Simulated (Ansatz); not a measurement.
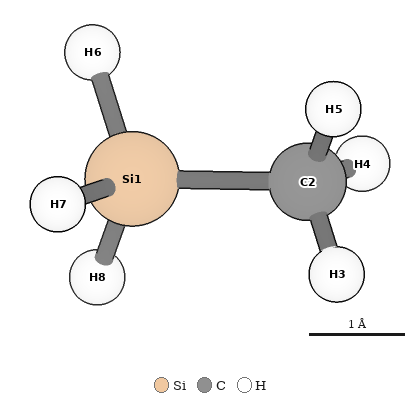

The structure as given in the input (ball-and-stick view, seen at a tilt; atoms are numbered from 1 in the order of the input).

CH$_{6}$Si: molecular dynamics (part 1 of 4)

- system: CH$_{6}$Si
- method: RKS PBE-D4/6-31G* (Ansatz 0.2.0)

It belongs to a series of runs on one base structure; here: dynamics from the start. Figures and captions count atoms from 1; the log counts them from 0 in places.

What the program printed
```
Engine: ansatz 0.2.0, aarch64-unknown-linux-gnu
Functional definition: PBE
  parameter kappa = 0.804
  parameter beta = 0.06672455060314922
  exchange = pbe_x(kappa = kappa, mu = beta*pi^2/3)
  correlation = pbe_c(beta = beta)
543 factors; integrals over basis functions are off by at most 5.4e-4 eV
mean field evaluation 1: about -9000.5884 eV, gradient 4.7e1 eV
mean field evaluation 2: about -8993.7189 eV, gradient 6.5e1 eV
mean field evaluation 4: about -9005.8832 eV, gradient 9.0e-1 eV
mean field evaluation 8: about -9005.8806 eV, gradient 9.4e-3 eV
mean field -9005.88060641 eV, -330.9600078803 hartree, gradient 5.1e-6 eV, S^2 0.000000; 0 other end points of the search recorded, 0 dependent functions left out
the calculation of the forces begins
reference -9005.88063428 eV, -330.9600089046 hartree; 13, 13 occupied and 33, 33 virtual orbitals, 543 factors
md step     0: t =     0.00 fs  T =  1000.0 K  F+E_penalty+E_count = -9005.98206603 eV  E_kin = 0.775560 eV  conserved = -9005.20650603 eV  (21 SCF iters)
these checks for a lower state are left out or cut short: starts, cluster_reference, orbital_swaps, neighbouring_geometries, increment
543 factors; integrals over basis functions are off by at most 5.4e-4 eV
mean field evaluation 16: about -9005.8665 eV, gradient 3.4e-2 eV
mean field -9005.86651052 eV, -330.9594898660 hartree, gradient 4.4e-5 eV, S^2 0.000000; 0 other end points of the search recorded, 0 dependent functions left out
the calculation of the forces begins
reference -9005.86653840 eV, -330.9594908907 hartree; 13, 13 occupied and 33, 33 virtual orbitals, 543 factors
md step     1: t =     0.50 fs  T =   982.1 K  F+E_penalty+E_count = -9005.96790535 eV  E_kin = 0.761659 eV  conserved = -9005.20624601 eV  (22 SCF iters, 3 dispersion substeps)
[... from here on the SCF iterations and repeated set-up lines of each step are left out, up to the last step ...]
md step     2: t =     1.00 fs  T =   932.8 K  F+E_penalty+E_count = -9005.92920761 eV  E_kin = 0.723407 eV  conserved = -9005.20580033 eV  (21 SCF iters, 3 dispersion substeps)
md step     3: t =     1.50 fs  T =   860.4 K  F+E_penalty+E_count = -9005.87256563 eV  E_kin = 0.667302 eV  conserved = -9005.20526344 eV  (21 SCF iters, 3 dispersion substeps)
md step     4: t =     2.00 fs  T =   775.5 K  F+E_penalty+E_count = -9005.80614416 eV  E_kin = 0.601423 eV  conserved = -9005.20472142 eV  (22 SCF iters, 3 dispersion substeps)
md step     5: t =     2.50 fs  T =   688.6 K  F+E_penalty+E_count = -9005.73831314 eV  E_kin = 0.534068 eV  conserved = -9005.20424514 eV  (21 SCF iters, 3 dispersion substeps)
md step     6: t =     3.00 fs  T =   609.4 K  F+E_penalty+E_count = -9005.67650709 eV  E_kin = 0.472622 eV  conserved = -9005.20388491 eV  (21 SCF iters, 3 dispersion substeps)
md step     7: t =     3.50 fs  T =   545.1 K  F+E_penalty+E_count = -9005.62640301 eV  E_kin = 0.422737 eV  conserved = -9005.20366636 eV  (22 SCF iters, 3 dispersion substeps)
md step     8: t =     4.00 fs  T =   500.1 K  F+E_penalty+E_count = -9005.59148586 eV  E_kin = 0.387896 eV  conserved = -9005.20358973 eV  (22 SCF iters, 3 dispersion substeps)
md step     9: t =     4.50 fs  T =   476.3 K  F+E_penalty+E_count = -9005.57301229 eV  E_kin = 0.369377 eV  conserved = -9005.20363510 eV  (22 SCF iters, 3 dispersion substeps)
md step    10: t =     5.00 fs  T =   472.6 K  F+E_penalty+E_count = -9005.57029298 eV  E_kin = 0.366520 eV  conserved = -9005.20377284 eV  (22 SCF iters, 3 dispersion substeps)
md step    11: t =     5.50 fs  T =   486.3 K  F+E_penalty+E_count = -9005.58113923 eV  E_kin = 0.377165 eV  conserved = -9005.20397435 eV  (22 SCF iters, 3 dispersion substeps)
md step    12: t =     6.00 fs  T =   513.3 K  F+E_penalty+E_count = -9005.60230991 eV  E_kin = 0.398090 eV  conserved = -9005.20421945 eV  (22 SCF iters, 3 dispersion substeps)
md step    13: t =     6.50 fs  T =   548.4 K  F+E_penalty+E_count = -9005.62985026 eV  E_kin = 0.425354 eV  conserved = -9005.20449669 eV  (22 SCF iters, 3 dispersion substeps)
md step    14: t =     7.00 fs  T =   586.0 K  F+E_penalty+E_count = -9005.65931233 eV  E_kin = 0.454514 eV  conserved = -9005.20479807 eV  (22 SCF iters, 3 dispersion substeps)
md step    15: t =     7.50 fs  T =   620.0 K  F+E_penalty+E_count = -9005.68593331 eV  E_kin = 0.480823 eV  conserved = -9005.20511019 eV  (22 SCF iters, 3 dispersion substeps)
md step    16: t =     8.00 fs  T =   644.0 K  F+E_penalty+E_count = -9005.70490085 eV  E_kin = 0.499496 eV  conserved = -9005.20540477 eV  (22 SCF iters, 3 dispersion substeps)
md step    17: t =     8.50 fs  T =   652.7 K  F+E_penalty+E_count = -9005.71183586 eV  E_kin = 0.506203 eV  conserved = -9005.20563328 eV  (21 SCF iters, 3 dispersion substeps)
md step    18: t =     9.00 fs  T =   641.9 K  F+E_penalty+E_count = -9005.70356348 eV  E_kin = 0.497834 eV  conserved = -9005.20572933 eV  (21 SCF iters, 3 dispersion substeps)
md step    19: t =     9.50 fs  T =   610.5 K  F+E_penalty+E_count = -9005.67911745 eV  E_kin = 0.473493 eV  conserved = -9005.20562424 eV  (22 SCF iters, 3 dispersion substeps)
md step    20: t =    10.00 fs  T =   561.5 K  F+E_penalty+E_count = -9005.64072964 eV  E_kin = 0.435453 eV  conserved = -9005.20527656 eV  (22 SCF iters, 3 dispersion substeps)
md step    21: t =    10.50 fs  T =   502.4 K  F+E_penalty+E_count = -9005.59435596 eV  E_kin = 0.389646 eV  conserved = -9005.20471007 eV  (22 SCF iters, 3 dispersion substeps)
md step    22: t =    11.00 fs  T =   445.0 K  F+E_penalty+E_count = -9005.54919954 eV  E_kin = 0.345162 eV  conserved = -9005.20403745 eV  (22 SCF iters, 3 dispersion substeps)
md step    23: t =    11.50 fs  T =   402.9 K  F+E_penalty+E_count = -9005.51590367 eV  E_kin = 0.312455 eV  conserved = -9005.20344824 eV  (22 SCF iters, 3 dispersion substeps)
md step    24: t =    12.00 fs  T =   387.5 K  F+E_penalty+E_count = -9005.50364572 eV  E_kin = 0.300500 eV  conserved = -9005.20314617 eV  (22 SCF iters, 3 dispersion substeps)
md step    25: t =    12.50 fs  T =   404.6 K  F+E_penalty+E_count = -9005.51708200 eV  E_kin = 0.313824 eV  conserved = -9005.20325827 eV  (21 SCF iters, 3 dispersion substeps)
md step    26: t =    13.00 fs  T =   452.2 K  F+E_penalty+E_count = -9005.55447020 eV  E_kin = 0.350701 eV  conserved = -9005.20376918 eV  (22 SCF iters, 3 dispersion substeps)
md step    27: t =    13.50 fs  T =   520.1 K  F+E_penalty+E_count = -9005.60791629 eV  E_kin = 0.403392 eV  conserved = -9005.20452474 eV  (22 SCF iters, 3 dispersion substeps)
md step    28: t =    14.00 fs  T =   593.6 K  F+E_penalty+E_count = -9005.66568926 eV  E_kin = 0.460387 eV  conserved = -9005.20530269 eV  (22 SCF iters, 3 dispersion substeps)
md step    29: t =    14.50 fs  T =   657.2 K  F+E_penalty+E_count = -9005.71558221 eV  E_kin = 0.509680 eV  conserved = -9005.20590241 eV  (22 SCF iters, 3 dispersion substeps)
md step    30: t =    15.00 fs  T =   698.6 K  F+E_penalty+E_count = -9005.74799798 eV  E_kin = 0.541793 eV  conserved = -9005.20620501 eV  (22 SCF iters, 3 dispersion substeps)
md step    31: t =    15.50 fs  T =   711.3 K  F+E_penalty+E_count = -9005.75784422 eV  E_kin = 0.551658 eV  conserved = -9005.20618583 eV  (22 SCF iters, 3 dispersion substeps)
md step    32: t =    16.00 fs  T =   695.1 K  F+E_penalty+E_count = -9005.74500161 eV  E_kin = 0.539107 eV  conserved = -9005.20589500 eV  (22 SCF iters, 3 dispersion substeps)
md step    33: t =    16.50 fs  T =   655.3 K  F+E_penalty+E_count = -9005.71362733 eV  E_kin = 0.508201 eV  conserved = -9005.20542614 eV  (22 SCF iters, 3 dispersion substeps)
md step    34: t =    17.00 fs  T =   600.7 K  F+E_penalty+E_count = -9005.67074626 eV  E_kin = 0.465857 eV  conserved = -9005.20488901 eV  (22 SCF iters, 3 dispersion substeps)
md step    35: t =    17.50 fs  T =   541.8 K  F+E_penalty+E_count = -9005.62455583 eV  E_kin = 0.420168 eV  conserved = -9005.20438769 eV  (22 SCF iters, 3 dispersion substeps)
md step    36: t =    18.00 fs  T =   488.4 K  F+E_penalty+E_count = -9005.58279677 eV  E_kin = 0.378794 eV  conserved = -9005.20400249 eV  (22 SCF iters, 3 dispersion substeps)
md step    37: t =    18.50 fs  T =   448.3 K  F+E_penalty+E_count = -9005.55147980 eV  E_kin = 0.347703 eV  conserved = -9005.20377696 eV  (21 SCF iters, 3 dispersion substeps)
md step    38: t =    19.00 fs  T =   426.1 K  F+E_penalty+E_count = -9005.53417549 eV  E_kin = 0.330462 eV  conserved = -9005.20371386 eV  (22 SCF iters, 3 dispersion substeps)
md step    39: t =    19.50 fs  T =   423.1 K  F+E_penalty+E_count = -9005.53193157 eV  E_kin = 0.328148 eV  conserved = -9005.20378332 eV  (22 SCF iters, 3 dispersion substeps)
md step    40: t =    20.00 fs  T =   438.1 K  F+E_penalty+E_count = -9005.54369694 eV  E_kin = 0.339756 eV  conserved = -9005.20394056 eV  (23 SCF iters, 3 dispersion substeps)
md step    41: t =    20.50 fs  T =   467.9 K  F+E_penalty+E_count = -9005.56699099 eV  E_kin = 0.362846 eV  conserved = -9005.20414460 eV  (22 SCF iters, 3 dispersion substeps)
md step    42: t =    21.00 fs  T =   508.2 K  F+E_penalty+E_count = -9005.59853770 eV  E_kin = 0.394168 eV  conserved = -9005.20437001 eV  (22 SCF iters, 3 dispersion substeps)
md step    43: t =    21.50 fs  T =   554.5 K  F+E_penalty+E_count = -9005.63468372 eV  E_kin = 0.430075 eV  conserved = -9005.20460850 eV  (21 SCF iters, 3 dispersion substeps)
md step    44: t =    22.00 fs  T =   601.8 K  F+E_penalty+E_count = -9005.67157100 eV  E_kin = 0.466709 eV  conserved = -9005.20486216 eV  (21 SCF iters, 3 dispersion substeps)
md step    45: t =    22.50 fs  T =   644.7 K  F+E_penalty+E_count = -9005.70516392 eV  E_kin = 0.500032 eV  conserved = -9005.20513146 eV  (22 SCF iters, 3 dispersion substeps)
md step    46: t =    23.00 fs  T =   678.1 K  F+E_penalty+E_count = -9005.73130202 eV  E_kin = 0.525899 eV  conserved = -9005.20540352 eV  (22 SCF iters, 3 dispersion substeps)
md step    47: t =    23.50 fs  T =   696.7 K  F+E_penalty+E_count = -9005.74595343 eV  E_kin = 0.540310 eV  conserved = -9005.20564317 eV  (22 SCF iters, 3 dispersion substeps)
md step    48: t =    24.00 fs  T =   696.3 K  F+E_penalty+E_count = -9005.74579565 eV  E_kin = 0.540006 eV  conserved = -9005.20578998 eV  (22 SCF iters, 3 dispersion substeps)
md step    49: t =    24.50 fs  T =   674.8 K  F+E_penalty+E_count = -9005.72914377 eV  E_kin = 0.523375 eV  conserved = -9005.20576895 eV  (22 SCF iters, 3 dispersion substeps)
md step    50: t =    25.00 fs  T =   633.8 K  F+E_penalty+E_count = -9005.69705630 eV  E_kin = 0.491540 eV  conserved = -9005.20551591 eV  (22 SCF iters, 3 dispersion substeps)
md step    51: t =    25.50 fs  T =   579.2 K  F+E_penalty+E_count = -9005.65421835 eV  E_kin = 0.449201 eV  conserved = -9005.20501732 eV  (22 SCF iters, 3 dispersion substeps)
md step    52: t =    26.00 fs  T =   521.8 K  F+E_penalty+E_count = -9005.60901367 eV  E_kin = 0.404665 eV  conserved = -9005.20434849 eV  (22 SCF iters, 3 dispersion substeps)
md step    53: t =    26.50 fs  T =   475.2 K  F+E_penalty+E_count = -9005.57224613 eV  E_kin = 0.368564 eV  conserved = -9005.20368256 eV  (22 SCF iters, 3 dispersion substeps)
md step    54: t =    27.00 fs  T =   452.8 K  F+E_penalty+E_count = -9005.55442830 eV  E_kin = 0.351183 eV  conserved = -9005.20324569 eV  (21 SCF iters, 3 dispersion substeps)
md step    55: t =    27.50 fs  T =   463.1 K  F+E_penalty+E_count = -9005.56235562 eV  E_kin = 0.359135 eV  conserved = -9005.20322042 eV  (22 SCF iters, 3 dispersion substeps)
md step    56: t =    28.00 fs  T =   506.4 K  F+E_penalty+E_count = -9005.59638427 eV  E_kin = 0.392732 eV  conserved = -9005.20365182 eV  (22 SCF iters, 3 dispersion substeps)
md step    57: t =    28.50 fs  T =   574.3 K  F+E_penalty+E_count = -9005.64978386 eV  E_kin = 0.445367 eV  conserved = -9005.20441668 eV  (22 SCF iters, 3 dispersion substeps)
md step    58: t =    29.00 fs  T =   651.6 K  F+E_penalty+E_count = -9005.71060876 eV  E_kin = 0.505332 eV  conserved = -9005.20527668 eV  (22 SCF iters, 3 dispersion substeps)
md step    59: t =    29.50 fs  T =   721.2 K  F+E_penalty+E_count = -9005.76530375 eV  E_kin = 0.559322 eV  conserved = -9005.20598137 eV  (22 SCF iters, 3 dispersion substeps)
md step    60: t =    30.00 fs  T =   768.7 K  F+E_penalty+E_count = -9005.80254650 eV  E_kin = 0.596191 eV  conserved = -9005.20635561 eV  (22 SCF iters, 3 dispersion substeps)
md step    61: t =    30.50 fs  T =   786.1 K  F+E_penalty+E_count = -9005.81598959 eV  E_kin = 0.609648 eV  conserved = -9005.20634204 eV  (22 SCF iters, 3 dispersion substeps)
md step    62: t =    31.00 fs  T =   772.6 K  F+E_penalty+E_count = -9005.80522840 eV  E_kin = 0.599231 eV  conserved = -9005.20599702 eV  (22 SCF iters, 3 dispersion substeps)
md step    63: t =    31.50 fs  T =   734.4 K  F+E_penalty+E_count = -9005.77501398 eV  E_kin = 0.569555 eV  conserved = -9005.20545859 eV  (22 SCF iters, 3 dispersion substeps)
md step    64: t =    32.00 fs  T =   681.2 K  F+E_penalty+E_count = -9005.73319623 eV  E_kin = 0.528300 eV  conserved = -9005.20489650 eV  (22 SCF iters, 3 dispersion substeps)
md step    65: t =    32.50 fs  T =   623.7 K  F+E_penalty+E_count = -9005.68816036 eV  E_kin = 0.483705 eV  conserved = -9005.20445551 eV  (22 SCF iters, 3 dispersion substeps)
md step    66: t =    33.00 fs  T =   570.4 K  F+E_penalty+E_count = -9005.64661121 eV  E_kin = 0.442400 eV  conserved = -9005.20421097 eV  (22 SCF iters, 3 dispersion substeps)
md step    67: t =    33.50 fs  T =   526.4 K  F+E_penalty+E_count = -9005.61237854 eV  E_kin = 0.408224 eV  conserved = -9005.20415486 eV  (22 SCF iters, 3 dispersion substeps)
md step    68: t =    34.00 fs  T =   492.9 K  F+E_penalty+E_count = -9005.58645922 eV  E_kin = 0.382240 eV  conserved = -9005.20421911 eV  (22 SCF iters, 3 dispersion substeps)
md step    69: t =    34.50 fs  T =   468.9 K  F+E_penalty+E_count = -9005.56797071 eV  E_kin = 0.363651 eV  conserved = -9005.20431976 eV  (21 SCF iters, 3 dispersion substeps)
md step    70: t =    35.00 fs  T =   452.6 K  F+E_penalty+E_count = -9005.55537715 eV  E_kin = 0.350981 eV  conserved = -9005.20439633 eV  (22 SCF iters, 3 dispersion substeps)
md step    71: t =    35.50 fs  T =   442.2 K  F+E_penalty+E_count = -9005.54740816 eV  E_kin = 0.342980 eV  conserved = -9005.20442774 eV  (22 SCF iters, 3 dispersion substeps)
md step    72: t =    36.00 fs  T =   437.1 K  F+E_penalty+E_count = -9005.54340589 eV  E_kin = 0.338977 eV  conserved = -9005.20442843 eV  (22 SCF iters, 3 dispersion substeps)
md step    73: t =    36.50 fs  T =   436.7 K  F+E_penalty+E_count = -9005.54315164 eV  E_kin = 0.338720 eV  conserved = -9005.20443145 eV  (21 SCF iters, 3 dispersion substeps)
md step    74: t =    37.00 fs  T =   440.9 K  F+E_penalty+E_count = -9005.54640985 eV  E_kin = 0.341940 eV  conserved = -9005.20447009 eV  (22 SCF iters, 3 dispersion substeps)
md step    75: t =    37.50 fs  T =   448.6 K  F+E_penalty+E_count = -9005.55245693 eV  E_kin = 0.347892 eV  conserved = -9005.20456491 eV  (21 SCF iters, 3 dispersion substeps)
md step    76: t =    38.00 fs  T =   457.8 K  F+E_penalty+E_count = -9005.55980063 eV  E_kin = 0.355086 eV  conserved = -9005.20471437 eV  (21 SCF iters, 3 dispersion substeps)
md step    77: t =    38.50 fs  T =   465.9 K  F+E_penalty+E_count = -9005.56622368 eV  E_kin = 0.361331 eV  conserved = -9005.20489266 eV  (21 SCF iters, 3 dispersion substeps)
md step    78: t =    39.00 fs  T =   469.5 K  F+E_penalty+E_count = -9005.56920042 eV  E_kin = 0.364150 eV  conserved = -9005.20505004 eV  (22 SCF iters, 3 dispersion substeps)
md step    79: t =    39.50 fs  T =   466.2 K  F+E_penalty+E_count = -9005.56666072 eV  E_kin = 0.361539 eV  conserved = -9005.20512163 eV  (21 SCF iters, 3 dispersion substeps)
md step    80: t =    40.00 fs  T =   455.0 K  F+E_penalty+E_count = -9005.55795498 eV  E_kin = 0.352908 eV  conserved = -9005.20504698 eV  (21 SCF iters, 3 dispersion substeps)
md step    81: t =    40.50 fs  T =   438.3 K  F+E_penalty+E_count = -9005.54472233 eV  E_kin = 0.339925 eV  conserved = -9005.20479755 eV  (22 SCF iters, 3 dispersion substeps)
md step    82: t =    41.00 fs  T =   421.4 K  F+E_penalty+E_count = -9005.53123796 eV  E_kin = 0.326831 eV  conserved = -9005.20440726 eV  (22 SCF iters, 3 dispersion substeps)
md step    83: t =    41.50 fs  T =   412.4 K  F+E_penalty+E_count = -9005.52381118 eV  E_kin = 0.319826 eV  conserved = -9005.20398546 eV  (21 SCF iters, 3 dispersion substeps)
md step    84: t =    42.00 fs  T =   419.5 K  F+E_penalty+E_count = -9005.52907381 eV  E_kin = 0.325379 eV  conserved = -9005.20369455 eV  (22 SCF iters, 3 dispersion substeps)
md step    85: t =    42.50 fs  T =   448.5 K  F+E_penalty+E_count = -9005.55152997 eV  E_kin = 0.347843 eV  conserved = -9005.20368704 eV  (22 SCF iters, 3 dispersion substeps)
md step    86: t =    43.00 fs  T =   499.4 K  F+E_penalty+E_count = -9005.59130724 eV  E_kin = 0.387278 eV  conserved = -9005.20402944 eV  (22 SCF iters, 3 dispersion substeps)
md step    87: t =    43.50 fs  T =   565.5 K  F+E_penalty+E_count = -9005.64322339 eV  E_kin = 0.438568 eV  conserved = -9005.20465528 eV  (22 SCF iters, 3 dispersion substeps)
md step    88: t =    44.00 fs  T =   635.0 K  F+E_penalty+E_count = -9005.69782528 eV  E_kin = 0.492442 eV  conserved = -9005.20538296 eV  (22 SCF iters, 3 dispersion substeps)
md step    89: t =    44.50 fs  T =   693.9 K  F+E_penalty+E_count = -9005.74414609 eV  E_kin = 0.538162 eV  conserved = -9005.20598395 eV  (22 SCF iters, 3 dispersion substeps)
md step    90: t =    45.00 fs  T =   730.9 K  F+E_penalty+E_count = -9005.77314900 eV  E_kin = 0.566878 eV  conserved = -9005.20627109 eV  (22 SCF iters, 3 dispersion substeps)
md step    91: t =    45.50 fs  T =   740.6 K  F+E_penalty+E_count = -9005.78054907 eV  E_kin = 0.574383 eV  conserved = -9005.20616595 eV  (21 SCF iters, 3 dispersion substeps)
md step    92: t =    46.00 fs  T =   725.0 K  F+E_penalty+E_count = -9005.76799069 eV  E_kin = 0.562264 eV  conserved = -9005.20572633 eV  (21 SCF iters, 3 dispersion substeps)
md step    93: t =    46.50 fs  T =   692.5 K  F+E_penalty+E_count = -9005.74216426 eV  E_kin = 0.537039 eV  conserved = -9005.20512497 eV  (21 SCF iters, 3 dispersion substeps)
md step    94: t =    47.00 fs  T =   654.5 K  F+E_penalty+E_count = -9005.71219743 eV  E_kin = 0.507618 eV  conserved = -9005.20457950 eV  (22 SCF iters, 3 dispersion substeps)
md step    95: t =    47.50 fs  T =   621.6 K  F+E_penalty+E_count = -9005.68637694 eV  E_kin = 0.482118 eV  conserved = -9005.20425870 eV  (22 SCF iters, 3 dispersion substeps)
md step    96: t =    48.00 fs  T =   600.1 K  F+E_penalty+E_count = -9005.66959565 eV  E_kin = 0.465383 eV  conserved = -9005.20421249 eV  (21 SCF iters, 3 dispersion substeps)
md step    97: t =    48.50 fs  T =   590.8 K  F+E_penalty+E_count = -9005.66255009 eV  E_kin = 0.458180 eV  conserved = -9005.20436963 eV  (22 SCF iters, 3 dispersion substeps)
md step    98: t =    49.00 fs  T =   590.7 K  F+E_penalty+E_count = -9005.66274549 eV  E_kin = 0.458148 eV  conserved = -9005.20459745 eV  (22 SCF iters, 3 dispersion substeps)
md step    99: t =    49.50 fs  T =   595.3 K  F+E_penalty+E_count = -9005.66645340 eV  E_kin = 0.461675 eV  conserved = -9005.20477848 eV  (22 SCF iters, 3 dispersion substeps)
md step   100: t =    50.00 fs  T =   600.4 K  F+E_penalty+E_count = -9005.67050612 eV  E_kin = 0.465650 eV  conserved = -9005.20485568 eV  (22 SCF iters, 3 dispersion substeps)
md step   101: t =    50.50 fs  T =   603.9 K  F+E_penalty+E_count = -9005.67323113 eV  E_kin = 0.468397 eV  conserved = -9005.20483446 eV  (22 SCF iters, 3 dispersion substeps)
md step   102: t =    51.00 fs  T =   605.6 K  F+E_penalty+E_count = -9005.67445316 eV  E_kin = 0.469695 eV  conserved = -9005.20475833 eV  (22 SCF iters, 3 dispersion substeps)
md step   103: t =    51.50 fs  T =   606.3 K  F+E_penalty+E_count = -9005.67489768 eV  E_kin = 0.470217 eV  conserved = -9005.20468057 eV  (22 SCF iters, 3 dispersion substeps)
md step   104: t =    52.00 fs  T =   607.0 K  F+E_penalty+E_count = -9005.67541513 eV  E_kin = 0.470771 eV  conserved = -9005.20464403 eV  (22 SCF iters, 3 dispersion substeps)
md step   105: t =    52.50 fs  T =   608.2 K  F+E_penalty+E_count = -9005.67633854 eV  E_kin = 0.471667 eV  conserved = -9005.20467141 eV  (22 SCF iters, 3 dispersion substeps)
md step   106: t =    53.00 fs  T =   609.1 K  F+E_penalty+E_count = -9005.67713686 eV  E_kin = 0.472374 eV  conserved = -9005.20476265 eV  (21 SCF iters, 3 dispersion substeps)
md step   107: t =    53.50 fs  T =   608.0 K  F+E_penalty+E_count = -9005.67641615 eV  E_kin = 0.471521 eV  conserved = -9005.20489554 eV  (22 SCF iters, 3 dispersion substeps)
md step   108: t =    54.00 fs  T =   602.4 K  F+E_penalty+E_count = -9005.67226063 eV  E_kin = 0.467232 eV  conserved = -9005.20502902 eV  (22 SCF iters, 3 dispersion substeps)
md step   109: t =    54.50 fs  T =   590.2 K  F+E_penalty+E_count = -9005.66286052 eV  E_kin = 0.457751 eV  conserved = -9005.20510961 eV  (22 SCF iters, 3 dispersion substeps)
md step   110: t =    55.00 fs  T =   570.2 K  F+E_penalty+E_count = -9005.64731593 eV  E_kin = 0.442232 eV  conserved = -9005.20508428 eV  (21 SCF iters, 3 dispersion substeps)
md step   111: t =    55.50 fs  T =   543.5 K  F+E_penalty+E_count = -9005.62641260 eV  E_kin = 0.421492 eV  conserved = -9005.20492030 eV  (22 SCF iters, 3 dispersion substeps)
md step   112: t =    56.00 fs  T =   513.7 K  F+E_penalty+E_count = -9005.60306175 eV  E_kin = 0.398432 eV  conserved = -9005.20462929 eV  (22 SCF iters, 3 dispersion substeps)
```
